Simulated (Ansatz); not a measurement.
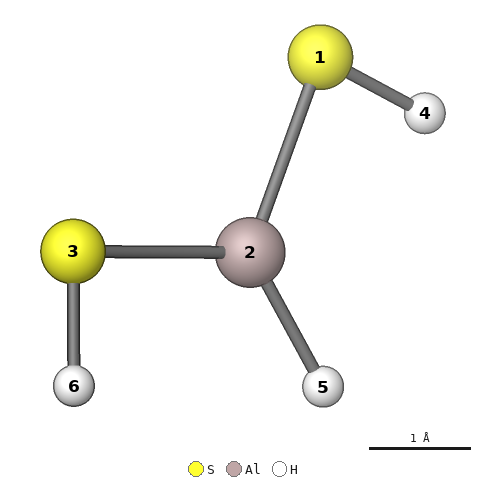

Figure made from data computed with Ansatz.

Orthographic view with a scale bar. Geometry: moved along internal coordinates away from the minimum.

Write Cartesian coordinates in Å in the frame of the picture: x to the right, y up, z towards the viewer, origin at the mean of the atomic positions.

```xyz
6
AlH3S2
S    0.76   1.83  -0.71
Al   0.06  -0.11  -0.03
S   -1.71  -0.10   1.24
H    1.80   1.28  -1.42
H    0.79  -1.45  -0.44
H   -1.70  -1.44   1.36
```
